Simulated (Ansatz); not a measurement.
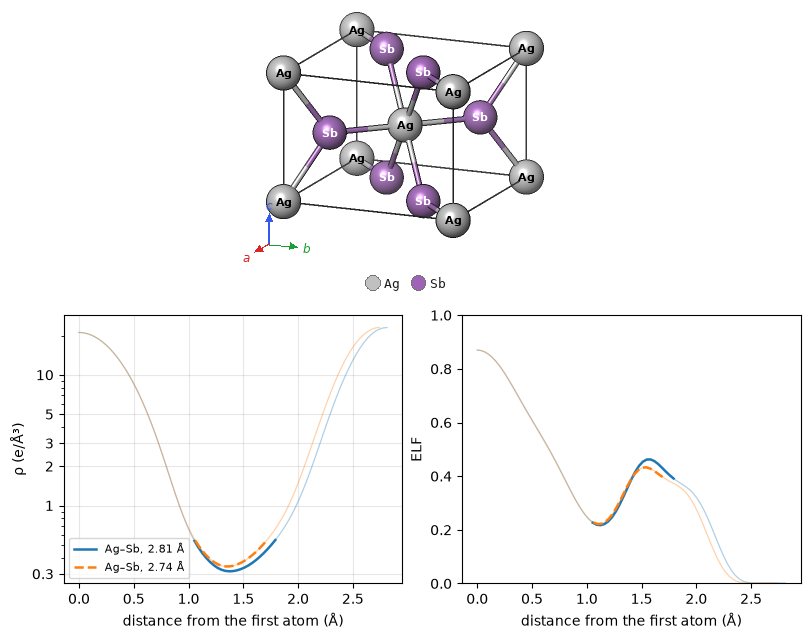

The picture shows: AgSb2. Valence pseudo-density and ELF along straight lines between neighbouring atoms. Thin, pale parts lie inside the atomic spheres. The structure is drawn too.

Space group P4₂/mnm; started from the rutile_136 prototype, which need not be the ambient phase.

Level of theory: DFT PBE, scalar-relativistic, plane waves, PAW in Ansatz.

Core electrons are frozen (PAW), and the valence fields are smoothed inside the atomic spheres.

```yaml
crystal:
  lattice:
    - [6.25669, 0.00000, 0.00000]
    - [0.00000, 6.25669, 0.00000]
    - [0.00000, 0.00000, 4.50673]
  atoms:
    - { symbol: Ag, position: [0.00000, 0.00000, 0.00000] }
    - { symbol: Ag, position: [0.50000, 0.50000, 0.50000] }
    - { symbol: Sb, position: [0.30995, 0.30995, 0.00000] }
    - { symbol: Sb, position: [0.19005, 0.80995, 0.50000] }
    - { symbol: Sb, position: [0.69005, 0.69005, 0.00000] }
    - { symbol: Sb, position: [0.80995, 0.19005, 0.50000] }
```

### What can be read from the curves?

Ag–Sb (2.81 Å): the density is about 0.31 e/Å³ at the midpoint; the ELF is about 0.40 at the midpoint: no shared electron pair shows on this line.
Ag–Sb (2.74 Å): ρ at the midpoint is about 0.34 e/Å³; the ELF is about 0.35 at the midpoint.
